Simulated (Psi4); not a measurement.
# P2 (diphosphorus) at M06-2X/def2-TZVPPD

Aim: the vertical electron affinity of P2 (diphosphorus) at M06-2X/def2-TZVPPD, from 2 runs. 

The results are computed with Psi4 1.11.

1 further run of the same task is left out (it didn't finish).

### Step 1. The structure to begin with

The species is P2 (2 atoms), meant as a singlet with charge 0. SMILES: `P#P`. Geometry: the measured bond length.

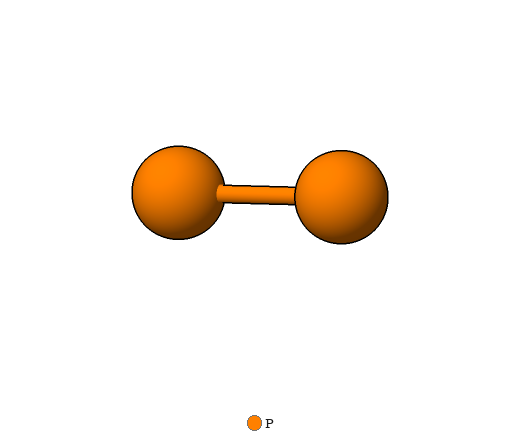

Viewed from a chosen angle; phosphorus orange.

### Step 2. Energy and forces at M06-2X/def2-TZVPPD

The input, p2.in:

```
memory 1600 MB

molecule {
  0 1
  P      0.000000     0.000000     0.000000
  P      0.000000     0.000000     1.893400
  units angstrom
  symmetry c1
}

set globals {
  reference            rks
  puream               true
  e_convergence        1e-09
  d_convergence        1e-08
  scf_type             pk
  dft_radial_points    99
  dft_spherical_points 590
}

gradient("m06-2x/def2-TZVPPD")
print_variables()
```

On the command line:

```sh
psi4 p2.in p2.out -n 1
```

p2.out:

```text
[...]
  Running in c1 symmetry.
[...]
  Nuclear repulsion =   62.884162036944126
[...]
  Multiplicity = 1
[...]
  Nalpha       = 15
  Nbeta        = 15
[...]
    Number of basis functions: 96
[...]
   @RKS iter   1:  -682.63194016415173   -4.20614e-01   4.28333e-03 ADIIS/DIIS
[...]
   @RKS iter   8:  -682.67307882181285   -1.05729e-11   4.66841e-09 DIIS
[...]
    Orbital Energies [Eh]
    ---------------------
    Doubly Occupied:
       1A    -78.053924     2A    -78.053891     3A     -6.871593
       4A     -6.871089     5A     -4.984885     6A     -4.984885
       7A     -4.984710     8A     -4.984710     9A     -4.983744
      10A     -4.981861    11A     -0.756810    12A     -0.525134
      13A     -0.343925    14A     -0.330178    15A     -0.330178
[...]
  @RKS Final Energy:  -682.67307882181285
   => Energetics <=
    Nuclear Repulsion Energy =             62.8841620369441259
    One-Electron Energy =               -1069.2036778139399757
    Two-Electron Energy =                 345.6420303651513564
    DFT Exchange-Correlation Energy =     -21.9955934099683041
    Empirical Dispersion Energy =           0.0000000000000000
    VV10 Nonlocal Energy =                  0.0000000000000000
    Total Energy =                       -682.6730788218128509
[...]
 Multipole Moments:
 ------------------------------------------------------------------------------------
     Multipole            Electronic (a.u.)      Nuclear  (a.u.)        Total (a.u.)
 ------------------------------------------------------------------------------------
 L = 1.  Multiply by 2.5417464519 to convert [e a0] to [Debye]
 Dipole X            :         -0.0000000            0.0000000           -0.0000000
 Dipole Y            :          0.0000000            0.0000000            0.0000000
 Dipole Z            :         -0.0000000            0.0000000           -0.0000000
 Magnitude           :                                                    0.0000000
[...]
  -Total Gradient:
     Atom            X                  Y                   Z
    ------   -----------------  -----------------  -----------------
       1        0.000000000643    -0.000000000599    -0.016778099742
       2       -0.000000000644     0.000000000598     0.016778099743
[...]
```

Run time: 27 s. Hardware: 1 thread of AMD EPYC 7R43 (Zen 3), shared host; peak memory 0.7 GiB.

### Step 3. The doublet anion: the energy at UM06-2X/def2-TZVPPD

The input, p2.xyz:

```xyz
2
P2
P      0.000000     0.000000     0.000000
P      0.000000     0.000000     1.893400
```

The input, run_ase.py:

```python
import numpy as np
from ase.calculators.psi4 import Psi4
from ase.io import read

mol = read('p2.xyz')
calc = Psi4(atoms=mol, method='m06-2x', basis='def2-TZVPPD', memory='1600MB', num_threads=1, charge=-1, multiplicity=2, label='psi4-calc', reference='uks')
calc.psi4.set_options({'puream': True, 'e_convergence': 1e-09, 'd_convergence': 1e-08, 'scf_type': 'pk', 'dft_radial_points': 99, 'dft_spherical_points': 590, 'maxiter': 100})
mol.calc = calc

print(f'energy: {mol.get_potential_energy():.6f} eV')
```

On the command line:

```sh
python run_ase.py
```

psi4-calc.dat:

```text
[...]
  Running in c1 symmetry.
[...]
  Nuclear repulsion =   62.884162036944126
[...]
  Multiplicity = 2
[...]
  Nalpha       = 16
  Nbeta        = 15
[...]
    Number of basis functions: 96
[...]
   @UKS iter   1:  -682.56659011960619   -3.55264e-01   5.52438e-03 ADIIS/DIIS
[...]
   @UKS iter  10:  -682.68881964388072   -5.34328e-12   3.00479e-09 DIIS
[...]
   @S^2 Observed:                7.549429981E-01
[...]
    Orbital Energies [Eh]
    ---------------------
    Alpha Occupied:
       1A    -77.795098     2A    -77.795064     3A     -6.613437
       4A     -6.612967     5A     -4.729732     6A     -4.729583
       7A     -4.728100     8A     -4.727923     9A     -4.727229
      10A     -4.725336    11A     -0.520679    12A     -0.297777
      13A     -0.117703    14A     -0.113953    15A     -0.104275
      16A      0.029356
    Alpha Virtual:
      17A      0.151784    18A      0.199163    19A      0.228022
      20A      0.293901    21A      0.297655    22A      0.298729
      23A      0.332312    24A      0.333037    25A      0.337974
[...]
  @UKS Final Energy:  -682.68881964388072
   => Energetics <=
    Nuclear Repulsion Energy =             62.8841620369441259
    One-Electron Energy =               -1076.6999713333113959
    Two-Electron Energy =                 353.2443131629352706
    DFT Exchange-Correlation Energy =     -22.1173235104486388
    Empirical Dispersion Energy =           0.0000000000000000
    VV10 Nonlocal Energy =                  0.0000000000000000
    Total Energy =                       -682.6888196438806062
[...]
 Multipole Moments:
 ------------------------------------------------------------------------------------
     Multipole            Electronic (a.u.)      Nuclear  (a.u.)        Total (a.u.)
 ------------------------------------------------------------------------------------
 L = 1.  Multiply by 2.5417464519 to convert [e a0] to [Debye]
 Dipole X            :          0.0000000            0.0000000            0.0000000
 Dipole Y            :         -0.0000000            0.0000000           -0.0000000
 Dipole Z            :          0.0000000            0.0000000            0.0000000
 Magnitude           :                                                    0.0000000
[...]
```

On the terminal:

```text
energy: -18576.909006 eV
```

It took 36 s on 1 thread of AMD EPYC 7R43 (Zen 3), shared host; peak memory 0.71 GiB.

### Step 4. Outcome

At M06-2X/def2-TZVPPD:

```
                                         quantity          value
                         singlet P2: total energy  -682.67308 Eh
                        singlet P2: dipole moment         0.00 D
                          singlet P2: HOMO energy       -8.98 eV
                          singlet P2: LUMO energy       -1.71 eV
                        singlet P2: HOMO–LUMO gap        7.28 eV
             singlet P2: largest force on an atom     0.863 eV/Å
                      doublet anion: total energy  -682.68882 Eh
doublet anion: HOMO energy (highest over α and β)        0.80 eV
 doublet anion: LUMO energy (lowest over α and β)        4.13 eV
                              doublet anion: ⟨S²⟩          0.755
vertical electron affinity (to the doublet anion)       0.428 eV
```

**Reading.** At fixed nuclei the extra electron is bound by 0.43 eV (41.3 kJ/mol). The largest force (singlet P2) is 0.86 eV/Å: the shape isn't a stationary point for this species at this level. The HOMO (doublet anion) lies at positive energy, 0.80 eV; only total energies tell whether the electron is bound.
